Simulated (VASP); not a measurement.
Band structure of NbIr (space group P4/mmm). Level of theory: LDA (Ceperley-Alder, Perdew-Zunger), VASP's LDA PAW potentials (set 64) (plane waves; VASP).

Unless said otherwise, spin-orbit coupling is left out, though it shifts the bands of the heavy elements here.

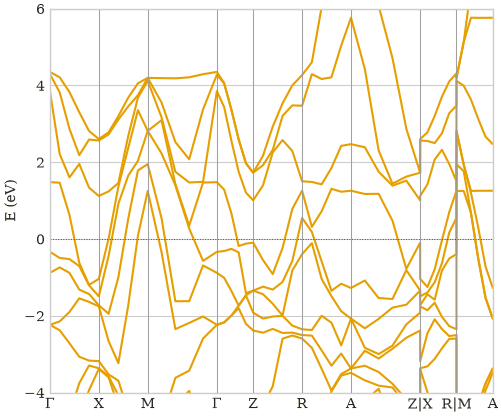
Fig. 1. Bands along high-symmetry lines, zero at the valence-band maximum or, without a gap, the Fermi level

Read the plot: is there a gap, and where are the band edges?

It has no gap at this level: it comes out as a metal or semimetal.

The structure comes from a computed database's NbIr entry (P4/mmm); how it stands against other phases isn't given here. The cell was not relaxed at this level.
